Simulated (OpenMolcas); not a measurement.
# CH5FSi: single-point calculation (part 2 of 2)

CH5FSi, multiplicity 3, SMILES C[SiH2]F; r2SCAN/6-311+G**, UKS (OpenMolcas 26.06). The geometry is that of the parent species in another charge or spin state. The geometry comes from this level: PBE0-D4/def2-TZVP.

Geometry of the input (Å):
```
C  -0.5214  0.7003  -0.4370
Si 0.4484  -0.6420  0.3952
F  1.9465  -0.6496  -0.1788
H  -0.5624  0.5425  -1.5171
H  -1.5467  0.7132  -0.0565
H  -0.0772  1.6803  -0.2484
H  0.5387  -0.4208  1.8607
H  -0.1337  -1.9812  0.1260
```

What the program printed, continued
```
  14  -430.174053625  -862.170728333   316.037559317  -2.79E-03*   3.35E-01*   2.53E-02*    7.53E-01   1.95E+02   c2DIIS       5.
  15  -430.170133738  -863.565239372   317.435990243   3.92E-03*   8.96E-02*   1.15E-02*    1.22E+00   1.95E+02   c2DIIS       5.
  16  -430.186283302  -862.884333237   316.738934544  -1.61E-02*   1.67E-02*   5.35E-03*    5.99E-01   1.95E+02   c2DIIS       5.
  17  -430.187486018  -862.729073610   316.582472201  -1.20E-03*   7.26E-02*   2.21E-03*    2.26E-01   1.95E+02   QNRc2DIIS    5.
  18  -430.187117561  -862.826696443   316.680463491   3.68E-04*   5.46E-02*   6.94E-03*    1.65E-01   1.95E+02   QNRc2DIIS    5.
  19  -430.187594820  -862.702534621   316.555824410  -4.77E-04*   3.01E-02*   8.37E-04*    1.76E-01   1.95E+02   QNRc2DIIS    5.
  20  -430.187581547  -862.787049194   316.640352256   1.33E-05*   2.06E-02*   1.02E-03*    2.29E-01   1.95E+02   QNRc2DIIS    5.
  21  -430.187616081  -862.720826710   316.574095237  -3.45E-05*   1.44E-02*   6.40E-04*    1.40E-01   1.95E+02   QNRc2DIIS    5.
  22  -430.187620054  -862.730294597   316.583559151  -3.97E-06*   1.78E-02*   6.84E-04*    1.27E-01   1.95E+02   QNRc2DIIS    5.
  23  -430.187625770  -862.725528443   316.578787282  -5.72E-06*   5.07E-02*   7.56E-04*    1.56E-01   1.95E+02   QNRc2DIIS    5.
  24  -430.187634429  -862.709309871   316.562560051  -8.66E-06*   1.88E-02*   8.27E-04*    4.49E-01   1.95E+02   QNRc2DIIS    5.
  25  -430.187639811  -862.705788888   316.559033685  -5.38E-06*   1.11E-01*   8.74E-04*    1.28E-01   1.95E+02   QNRc2DIIS    5.
  26  -430.187628622  -862.624399013   316.477654999   1.12E-05*   4.76E-02*   9.55E-04*    8.04E-01   1.95E+02   QNRc2DIIS    5.
  27  -430.187701650  -862.673418871   316.526601830  -7.30E-05*   5.89E-02*   8.86E-04*    2.90E-01   1.95E+02   QNRc2DIIS    5.
  28  -430.187735855  -862.760497567   316.613646321  -3.42E-05*   1.66E-01*   1.36E-03*    5.12E-01   1.95E+02   QNRc2DIIS    5.
  29  -430.187844949  -862.751167063   316.604206722  -1.09E-04*   1.80E-01*   1.38E-03*    2.17E-01   1.95E+02   QNRc2DIIS    5.
  30  -430.187756349  -862.697102830   316.550231089   8.86E-05*   2.21E-01*   9.86E-04*    4.56E-01   1.95E+02   QNRc2DIIS    5.
  31  -430.187898691  -862.709204557   316.562190474  -1.42E-04*   2.14E-02*   2.84E-04*    2.29E-01   1.95E+02   QNRc2DIIS    5.
  32  -430.187903488  -862.714527185   316.567508306  -4.80E-06*   2.31E-02*   2.21E-04*    2.88E-02   1.95E+02   QNRc2DIIS    5.
  33  -430.187896956  -862.713800587   316.566788240   6.53E-06*   1.21E-01*   2.50E-04*    2.68E-02   1.95E+02   QNRc2DIIS    5.
  34  -430.187912970  -862.715518051   316.568489689  -1.60E-05*   8.87E-02*   2.98E-04*    1.36E-01   1.95E+02   QNRc2DIIS    5.
  35  -430.187903819  -862.704218416   316.557199206   9.15E-06*   6.82E-02*   4.66E-04*    1.11E-01   1.95E+02   QNRc2DIIS    5.
  36  -430.187914614  -862.712021782   316.564991777  -1.08E-05*   3.56E-03*   2.21E-05*    8.36E-02   1.95E+02   QNRc2DIIS    5.
  37  -430.187914642  -862.711913305   316.564883271  -2.85E-08*   2.60E-05*   7.54E-06*    4.57E-03   1.95E+02   QNRc2DIIS    5.
  38  -430.187914642  -862.711907501   316.564877468  -1.51E-10*   1.96E-04*   7.26E-06*    1.54E-04   1.95E+02   QNRc2DIIS    5.
  39  -430.187914643  -862.711897734   316.564867699  -9.11E-10*   1.49E-04*   7.52E-07*    4.54E-04   1.95E+02   QNRc2DIIS    5.
  40  -430.187914643  -862.711870823   316.564840788  -2.96E-11    4.82E-05*   4.94E-07*    2.27E-04   1.95E+02   QNRc2DIIS    5.
  41  -430.187914643  -862.711870607   316.564840572  -1.24E-11    1.12E-05*   8.84E-08     1.09E-04   1.95E+02   QNRc2DIIS    5.
  42  -430.187914643  -862.711867649   316.564837614   5.68E-13*   3.97E-06    1.35E-07*    9.39E-05   1.95E+02   QNRc2DIIS    5.
  43  -430.187914643  -862.711867035   316.564837000  -4.55E-13    5.17E-07    7.20E-09     1.67E-05   1.95E+02   QNRc2DIIS    5.

       Convergence after  43 Iterations
--

 *****************************************************************************************************************************
 *                                             SCF/KS-DFT Program, Final results                                             *
 *                                                       Final Results                                                       *
 *****************************************************************************************************************************

::    Total KS-DFT energy                            -430.1879146432
      One-electron energy                            -862.7118670350
      Two-electron energy                             316.5648370004
      Nuclear repulsion energy                        115.9591153914
      Kinetic energy (interpolated)                   429.5517252882
      Virial theorem                                    1.0014810541
      Total spin, S(S+1)                                2.0045890780
      Total spin, S                                     1.0015289135
      Max non-diagonal density matrix element           0.0000003010
      Max non-diagonal Fock matrix element              0.0000000042

      All orbitals with orbital energies smaller than  E(LUMO)+0.5 are printed

++    Molecular orbitals:
      -------------------

      Title: UKS-DFT orbitals (alpha)

      Molecular orbitals for symmetry species 1: a

          Orbital            1         2         3         4         5         6         7         8         9        10
          Energy          -65.8718  -24.5047  -10.1232   -5.2542   -3.5999   -3.5964   -3.5936   -1.1749   -0.7618   -0.5473
          Occ. No.          1.0000    1.0000    1.0000    1.0000    1.0000    1.0000    1.0000    1.0000    1.0000    1.0000

          Orbital           11        12        13        14        15        16        17        18        19        20
          Energy           -0.4637   -0.4614   -0.4488   -0.4264   -0.4219   -0.3735   -0.3341   -0.0553   -0.0229    0.0099
          Occ. No.          1.0000    1.0000    1.0000    1.0000    1.0000    1.0000    1.0000    1.0000    0.0000    0.0000

          Orbital           21        22        23        24        25        26        27        28        29        30
          Energy            0.0280    0.0317    0.0436    0.0456    0.0707    0.0730    0.0738    0.0928    0.0982    0.1079
          Occ. No.          0.0000    0.0000    0.0000    0.0000    0.0000    0.0000    0.0000    0.0000    0.0000    0.0000

          Orbital           31        32        33        34        35        36        37        38        39        40
          Energy            0.1166    0.2379    0.2489    0.2595    0.2817    0.2866    0.2875    0.3191    0.3666    0.3768
          Occ. No.          0.0000    0.0000    0.0000    0.0000    0.0000    0.0000    0.0000    0.0000    0.0000    0.0000

          Orbital           41        42        43        44
          Energy            0.3781    0.4180    0.4207    0.4591
          Occ. No.          0.0000    0.0000    0.0000    0.0000

--

      All orbitals with orbital energies smaller than  E(LUMO)+0.5 are printed

++    Molecular orbitals:
      -------------------

      Title: UKS-DFT orbitals (beta)

      Molecular orbitals for symmetry species 1: a

          Orbital            1         2         3         4         5         6         7         8         9        10
          Energy          -65.8691  -24.4963  -10.1151   -5.2523   -3.5955   -3.5923   -3.5919   -1.1587   -0.7309   -0.5196
          Occ. No.          1.0000    1.0000    1.0000    1.0000    1.0000    1.0000    1.0000    1.0000    1.0000    1.0000

          Orbital           11        12        13        14        15        16        17        18        19        20
          Energy           -0.4525   -0.4463   -0.4134   -0.4119   -0.4052   -0.3168   -0.3119   -0.0009    0.0087    0.0480
          Occ. No.          1.0000    1.0000    1.0000    1.0000    1.0000    1.0000    0.0000    0.0000    0.0000    0.0000

          Orbital           21        22        23        24        25        26        27        28        29        30
          Energy            0.0480    0.0603    0.0628    0.0664    0.0842    0.0992    0.1054    0.1127    0.1143    0.1179
          Occ. No.          0.0000    0.0000    0.0000    0.0000    0.0000    0.0000    0.0000    0.0000    0.0000    0.0000

          Orbital           31
          Energy            0.1404
          Occ. No.          0.0000

--

++    Molecular charges:
      ------------------

      Mulliken charges per centre and basis function type
      ---------------------------------------------------

                            C1                      SI2                     F3                      H4                      H5                      H6
                     alpha        beta       alpha        beta       alpha        beta       alpha        beta       alpha        beta       alpha        beta
      1s           1.6703      1.7171      2.6498      2.5964      1.5738      1.9203      0.3826      0.3797      0.3485      0.3742      0.3822      0.3797
      2px          0.5897      0.5890      2.4117      1.1686      0.8378      0.8104      0.0032      0.0035      0.0068      0.0071      0.0040      0.0044
      2pz          0.5613      0.5678      1.4408      1.2019      0.9312      0.8695      0.0075      0.0076      0.0041      0.0039      0.0034      0.0036
      2py          0.5924      0.5724      1.3485      1.2300      0.9511      0.9007      0.0036      0.0040      0.0036      0.0036      0.0069      0.0071
      3d2+         0.0060      0.0024      0.0559      0.0274      0.0005      0.0005      0.0000      0.0000      0.0000      0.0000      0.0000      0.0000
      3d1+         0.0021      0.0015      0.0433      0.0242      0.0004      0.0004      0.0000      0.0000      0.0000      0.0000      0.0000      0.0000
      3d0          0.0057      0.0036      0.0369      0.0106      0.0002      0.0002      0.0000      0.0000      0.0000      0.0000      0.0000      0.0000
      3d1-         0.0025      0.0010      0.0125      0.0111      0.0000      0.0000      0.0000      0.0000      0.0000      0.0000      0.0000      0.0000
      3d2-         0.0047      0.0023      0.0339      0.0256      0.0003      0.0003      0.0000      0.0000      0.0000      0.0000      0.0000      0.0000
      Total        3.4346      3.4571      8.0334      6.2957      4.2954      4.5023      0.3969      0.3948      0.3631      0.3887      0.3965      0.3948
      Total              6.8918                 14.3290                  8.7978                  0.7917                  0.7518                  0.7913

      Charge           -0.8918                 -0.3290                  0.2022                  0.2083                  0.2482                  0.2087

                            H7                      H8
                     alpha        beta       alpha        beta
      1s           0.5283      0.2789      0.5282      0.2784
      2px          0.0061      0.0003      0.0056      0.0009
      2pz          0.0052      0.0039      0.0015      0.0005
      2py          0.0005      0.0005      0.0047      0.0032
      3d2+         0.0000      0.0000      0.0000      0.0000
      3d1+         0.0000      0.0000      0.0000      0.0000
      3d0          0.0000      0.0000      0.0000      0.0000
      3d1-         0.0000      0.0000      0.0000      0.0000
      3d2-         0.0000      0.0000      0.0000      0.0000
      Total        0.5401      0.2835      0.5400      0.2830
      Total              0.8237                  0.8230

      Charge            0.1763                  0.1770

      Total electronic charge=   34.000000

      Total            charge=   -0.000000
--

++    Molecular orbitals:
      -------------------

      Title: Natural orbitals

      Molecular orbitals for symmetry species 1: a

          Orbital            1         2         3         4         5         6         7         8         9        10
          Energy          -65.8697  -24.4759   -9.0590   -5.6250   -3.5899   -3.9075   -3.9535   -0.8155   -0.4122   -0.4556
          Occ. No.          2.0000    2.0000    2.0000    2.0000    2.0000    2.0000    2.0000    2.0000    2.0000    2.0000

          Orbital           11        12        13        14        15        16        17        18        19        20
          Energy           -0.8645   -0.4503   -0.4556   -0.3320   -0.7046   -0.4998   -0.3455   -0.0211    0.2801    0.5586
          Occ. No.          2.0000    1.9999    1.9998    1.9997    1.9996    1.9988    1.0000    1.0000    0.0012    0.0004

          Orbital           21        22        23        24        25        26        27        28        29        30
          Energy            0.2655    0.5079    0.5819    1.0321    1.0670    0.6064    1.4328    2.0036    3.3384    3.2260
          Occ. No.          0.0003    0.0002    0.0001    0.0000    0.0000    0.0000    0.0000    0.0000    0.0000    0.0000

          Orbital           31        32        33        34        35        36        37        38        39        40
          Energy            4.6238    0.9694    3.2331   68.2707    0.3499    0.5464    0.1755    0.5073    1.4179    0.3956
          Occ. No.          0.0000    0.0000    0.0000    0.0000    0.0000    0.0000    0.0000    0.0000    0.0000    0.0000

          Orbital           41        42        43        44        45        46        47        48        49        50
          Energy            0.7564    0.4308    0.5100    0.6194    0.5762    1.4966    2.0497    8.4122    0.3438    0.6684
          Occ. No.          0.0000    0.0000    0.0000    0.0000    0.0000    0.0000    0.0000    0.0000    0.0000    0.0000

          Orbital           51        52        53        54        55        56        57        58        59        60
          Energy            0.3830    5.5571    0.5039    2.4172   69.1744    0.7292    1.3405    1.2430    1.0624    0.6547
          Occ. No.          0.0000    0.0000    0.0000    0.0000    0.0000    0.0000    0.0000    0.0000    0.0000    0.0000

          Orbital           61        62        63        64        65        66        67        68        69        70
          Energy            1.6554    2.0130    1.1560    2.3437    1.2563    0.8277    1.3586    1.5499    4.5316    3.5302
          Occ. No.          0.0000    0.0000    0.0000    0.0000    0.0000    0.0000    0.0000    0.0000    0.0000    0.0000

          Orbital           71        72        73        74        75        76        77        78        79        80
          Energy            0.9679    1.5872    2.3230    2.7781    0.6490    1.2406    1.2314    0.9585   57.0051    3.2384
          Occ. No.          0.0000    0.0000    0.0000    0.0000    0.0000    0.0000    0.0000    0.0000    0.0000    0.0000

          Orbital           81        82        83        84        85        86        87        88        89        90
          Energy            3.7445    2.4326    0.9064    2.6199    1.9668    1.9823    3.5887    1.3920    1.2878    2.6026
          Occ. No.          0.0000    0.0000    0.0000    0.0000    0.0000    0.0000    0.0000    0.0000    0.0000    0.0000

          Orbital           91        92        93        94
          Energy            2.0228   22.6388    2.4661    3.7425
          Occ. No.          0.0000    0.0000    0.0000    0.0000

--

++    Molecular properties:
      ---------------------

      Charge (e):
                      =   -0.0000
      Dipole Moment (debye):
      Origin of the operator (angstrom)=    0.6479   -0.3337    0.0403
                   X= -1.1984E+00               Y= -5.9623E-01               Z=  9.9064E-01           Total=  1.6652E+00
      Quadrupole Moment (debye*angstrom):
      Origin of the operator (angstrom)=    0.6479   -0.3337    0.0403
                  XX= -3.4154E+01              XY=  1.9555E+00              XZ=  2.0512E+00              YY= -2.6088E+01
                  YZ=  8.3328E-01              ZZ= -2.5888E+01
      In traceless form (debye*angstrom)
                  XX= -8.1666E+00              XY=  2.9332E+00              XZ=  3.0768E+00              YY=  3.9332E+00
                  YZ=  1.2499E+00              ZZ=  4.2334E+00
--

--- Stop Module: scf /rc=_RC_ALL_IS_WELL_ ---
--- Module scf spent 3 minutes 34 seconds ---

.##################.
.# Happy landing! #.
.##################.

    Timing: Wall=218.10 User=204.65 System=13.37
```

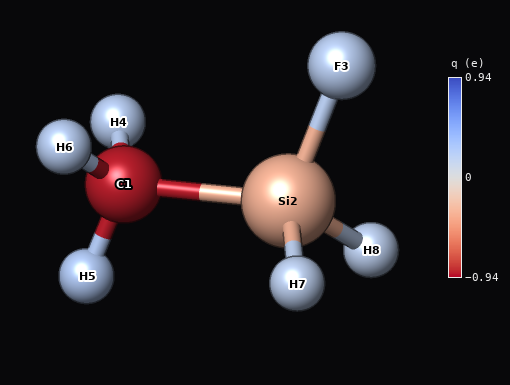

Figure 1. Mulliken charges, as the colour of each atom (ball-and-stick view, seen at a tilt; atoms are numbered from 1 in the order of the input). By element: C −0.89, Si −0.33, F +0.20 and H +0.18 to +0.25 e.

Results in brief

- outcome: converged
- total energy: −430.187915 hartree
- basis functions: 104
- ⟨S²⟩: 2.005
- dipole moment: 1.67 debye
- hardware: 1 thread of Arm Neoverse V1, 24 GiB of memory available, shared host
- wall time: 3.6 min
- peak memory: 0.59 GiB
